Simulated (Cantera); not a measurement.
Input: 1 mol SiH₂Cl₂, a varied amount of NH₃, 0.11 mol H₂, at 1850 °C and 0.100 bar.

Equilibrium computed with Cantera from the NASA thermochemical tables; the gas is ideal and each condensed phase is pure. Candidate condensed phases: NH₄Cl, Si, Si₃N₄; 28 gas species. The tables' values for SiCl₃, SiCl, SiN are old estimates; treat these amounts as uncertain. Gases not in the tables: Si₂H₆ and higher silanes. The numbers say what is thermodynamically allowed, not how fast it happens.

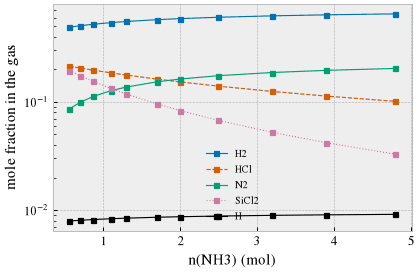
Figure. Equilibrium gas composition (values under 1e-9 drawn at 1e-9)

Read off the mole fractions at 0.7 mol NH₃.

H₂ about 0.50, HCl about 0.21, SiCl₂ about 0.17, N₂ about 0.099, H about 0.0081.
